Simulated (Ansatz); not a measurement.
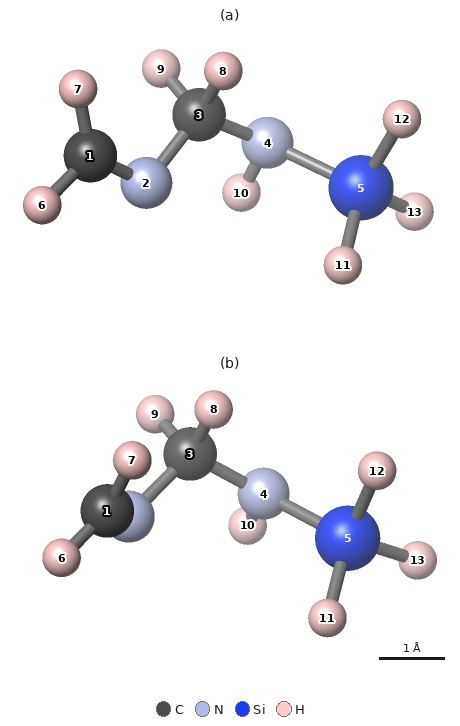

The structure of C₂H₈N₂Si (coarse preliminary run) before (top) and after (bottom) a relaxation, at one scale.

A ball-and-stick model, seen at a tilt.

The start comes from a force field.

Computed with Ansatz 0.2.0, RKS PBE-D4/def2-SVP. Settings: force threshold 0.03 eV/Å; at most 200 steps.

### Summarise the run.

Over 17 accepted moves (19 points after the start) the energy falls by 13.2 kcal/mol. The largest force component goes from 3.6 to 0.03 eV/Å. The line search rejected the trial steps at points 6, 11 of the run. The atom that moves furthest after the best rigid fit is H7 (1.07 Å). By element the largest moves are H 1.07 Å, N 0.45 Å, C 0.37 Å, Si 0.30 Å. Some distances before and after: C1–H6 1.177 → 1.109 Å, Si5–H13 1.439 → 1.504 Å, N2–C3 1.425 → 1.463 Å, C1–N2 1.245 → 1.274 Å. Bond angles that change, for instance: Si5–N4–H10 102.2° → 115.9°, C3–N4–H10 103.7° → 112.3°, H8–C3–H9 100.0° → 107.1°. Groups turn about N2–C3 by about 50°. The run took 27 s on 4 threads of Arm Neoverse V1 (shared host).
